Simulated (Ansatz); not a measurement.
Consider KNiF3 (cubic perovskite) (Pm-3m).

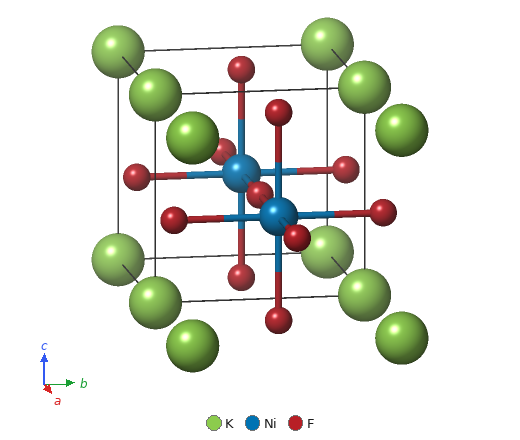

The structure (potassium green, nickel blue, fluorine red). 2×1×1 cells are drawn. Some periodic images of atoms are drawn too.

```yaml
crystal:
  lattice:
    - [0.00000, -3.87497, 0.00000]
    - [0.00000, 0.00000, 3.87497]
    - [-3.87497, 0.00000, 0.00000]
  atoms:
    - { symbol: K, position: [0.00000, 0.00000, 0.00000] }
    - { symbol: Ni, position: [0.50000, 0.50000, 0.50000] }
    - { symbol: F, position: [0.50000, 0.50000, 0.00000] }
    - { symbol: F, position: [0.50000, 0.00000, 0.50000] }
    - { symbol: F, position: [0.00000, 0.50000, 0.50000] }
```

The structure was relaxed with LDA. The structure type comes from a generator and need not be one that this composition takes. The structure was generated from a model, not taken from a measurement. The runs that relaxed it are not among those shown. The program's search for lower electronic states was switched off, so nothing shows that the state found is the lowest. PAW set soft_2, made with PBE.

A constrained-RPA run (Ansatz 0.2.0; non-magnetic LDA; Ni d + anion p, bands v13 to c1, 6×6×6 mesh, medium accuracy) builds 14 functions on bands 10 eV wide, with 26.0 electrons in the window. The bare on-site interaction is 26.6 eV and the bare J 0.93 eV.

Estimate U, U′ and J.

On the Ni d shell, U = 11.31 eV (42 % of the bare value), U′ = 9.75 eV, J = 0.79 eV.

The parent state is non-magnetic and the interaction static (zero frequency); U depends on the window and the orbitals, so it belongs to this model alone. A window that holds the anion p bands defines a model with explicit ligands; its U belongs to that model and is not the U of DFT+U.

[Paths, hosts, dates, memory and timing lines, banners, echoed tables and standing remarks are left out of the program output.]

[Logs are printed without paths, hosts, clocks, repeated set-up lines and the standing remarks that a program may print on its own settings, such as how far it seeks lower states.]

[Runs of the session that timed out or met a known fault of the program may be left out.]

[Hosts, paths, dates, database ids (printed as entryN), source tags and the programs' standing remarks are cut or masked in the printed files.]
